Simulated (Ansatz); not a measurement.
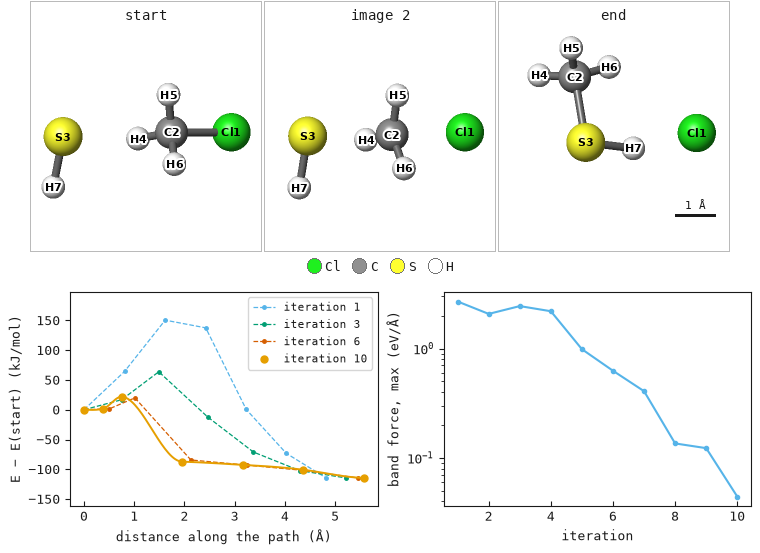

NEB run on CH4ClS (charge −1), made up of CH3Cl and HS. Images are numbered from 0 (start) to 6 (end). The plot follows the band through its iterations. A ball-and-stick model, seen at a tilt.

Method: RKS PBE0-D4/def2-SVPD in Ansatz 0.2.0.

The input:
```yaml
crystal:
  periodic: [false, false, false]
  atoms:
    - {symbol: Cl, position_ang: [-1.357673, 0.942781, 2.075105]}
    - {symbol: C, position_ang: [-0.513157, 0.171460, 0.657216]}
    - {symbol: S, position_ang: [1.055734, -1.122437, -1.902613]}
    - {symbol: H, position_ang: [-0.648397, 0.804222, -0.211952]}
    - {symbol: H, position_ang: [-0.956264, -0.802933, 0.487145]}
    - {symbol: H, position_ang: [0.539139, 0.070552, 0.895273]}
    - {symbol: H, position_ang: [1.880517, -0.063544, -2.000175]}
basis:
  gaussian: {orbitals: def2-SVPD}
total_charge: -1
hamiltonian: {xc: pbe0, dispersion: d4}
neb:
  images: 5
  climbing: immediate
  max_iterations: 60
  initial_path: idpp
  final_atoms:
    - {symbol: Cl, position_ang: [0.898053, 1.919388, 1.819956]}
    - {symbol: C, position_ang: [-0.557392, -0.596920, -0.348736]}
    - {symbol: S, position_ang: [1.074568, -0.076219, -0.935478]}
    - {symbol: H, position_ang: [-1.334389, -0.344869, -1.073298]}
    - {symbol: H, position_ang: [-0.578736, -1.672477, -0.161920]}
    - {symbol: H, position_ang: [-0.743993, -0.060468, 0.584169]}
    - {symbol: H, position_ang: [1.241790, 0.831666, 0.115308]}
```

Run as
```bash
ansatz run in.yaml --threads 2 --pin off --events-out ev --progress --plain --max-ram 4352MiB
```

How did the profile develop, and is the result final?

Answer. The run is converged, with reservations. The band converged in 10 iterations. The largest component of the band force went from 2.7 to 0.044 eV/Å. The climbing image converged on the top of the path. Its curvatures weren't checked. The largest force component is 0.29 eV/Å at the start and 0.22 eV/Å at the end; an end with forces this large is no minimum, and the barrier measured from it can be far off. The first iteration put the highest image at 150.4 kJ/mol. The energy climbs by 21.8 kJ/mol to image 2 and then falls by 136.4 kJ/mol, so the end point sits at −114.5 kJ/mol.

Limits of the set-up: the start holds two separate molecules, 3.1 Å apart at their closest, whose relative position is a soft coordinate.

Cost: 3.8 min on 2 threads of Intel Xeon Platinum 8259CL @ 2.50GHz, on a shared host.
